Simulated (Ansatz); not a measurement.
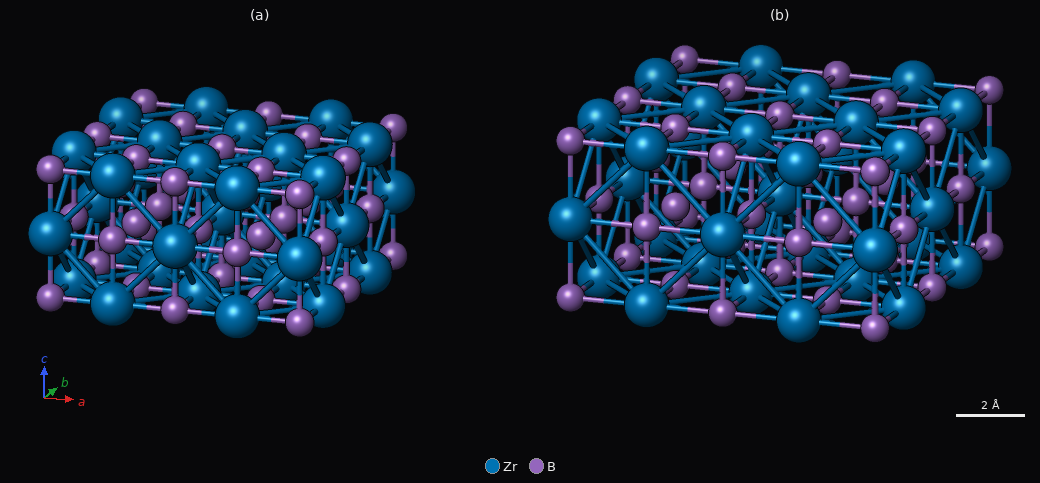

The structure of solid Zr$_{3}$B$_{5}$ (a generated structure, set up in Pm-3m) (coarse preliminary run) before (left) and after (right) a relaxation, at one scale.

A ball-and-stick model of the cell of the calculation, repeated 2 × 2 × 1 with one cell outlined, seen slightly off an axis.

Level of theory: DFT PBE, scalar-relativistic, plane waves, PAW (Ansatz 0.2.0). Set-up: plane-wave cutoff 420 eV; k-point mesh 4 × 4 × 4; occupations gaussian; smearing width 0.1 eV; no spin polarisation; cell and atoms relaxed; force threshold 0.04 eV/Å; at most 70 steps.

Q: Summarise the run.

A: Over 6 accepted moves (8 points after the start) the energy falls by 2628 meV per atom. All forces vanish by symmetry, so only the cell relaxes. The pressure goes from 209.41 to 0.30 GPa. At 2 points the geometry stayed and the basis and grid were re-selected for the new cell (energy shift of 50.9 meV per atom at most each time). No atom moves by more than 0.005 Å relative to the cell. The volume changes by +82.6 %, with a = b = c 3.928 → 4.801 Å (+22.2 %). Among the contacts that change: Zr–Zr 2.778 → 3.395 Å, B–Zr 1.964 → 2.401 Å, B–B 1.964 → 2.401 Å. The space group stays Pm-3m (No. 221).

Limits of the set-up: the k-point mesh is coarse for a cell with partly filled bands.
